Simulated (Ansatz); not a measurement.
# CHOSi: the cost of one run

Computed with Ansatz 0.2.0, Gaussian basis. Level: def2-TZVPP, core rule «outside noble gas», up to 7 orbitals frozen.

To be run: UHF; ROHF; CCSD(T) on UHF.

2 further runs of the same task are left out: 2 set aside as unsound or not needed.

## 1. What is computed

The geometry is a PBE0/def2-TZVP stationary point (not a proven minimum) of the parent state, kept for this charge and spin.

4 atoms, charge 1, spin multiplicity 3.

Atoms are counted from 1 here; the program's logs count them from 0.

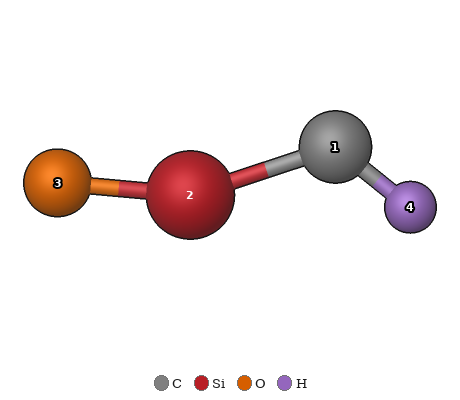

The structure; carbon grey, silicon red, oxygen orange, hydrogen purple; atoms are numbered from 1 in the order of the file.

## 2. UHF

Contents of in.yaml:

```yaml
crystal:
  periodic: [false, false, false]
  atoms:
    - {symbol: C, position_ang: [0.000000, -0.252496, 1.704393]}
    - {symbol: Si, position_ang: [0.000000, 0.153083, 0.018811]}
    - {symbol: O, position_ang: [0.000000, -0.110768, -1.469523]}
    - {symbol: H, position_ang: [0.000000, 0.501477, 2.492415]}
basis:
  gaussian: {orbitals: def2-TZVPP}
total_charge: 1
magnetization: {spin_polarized: true, initial_magnetization: 2}
hamiltonian: {xc: hf}
output: {orbitals: {seedname: orbitals}}
```

Launch:

```sh
$ ansatz run in.yaml --threads 1 --pin off --events-out ev --progress --plain --max-ram 4096MiB --backend cpu
```

What time and memory should one allow on 1 thread of AMD EPYC 7R13, shared host?

About 12 s, with a peak of 0.26 GiB.
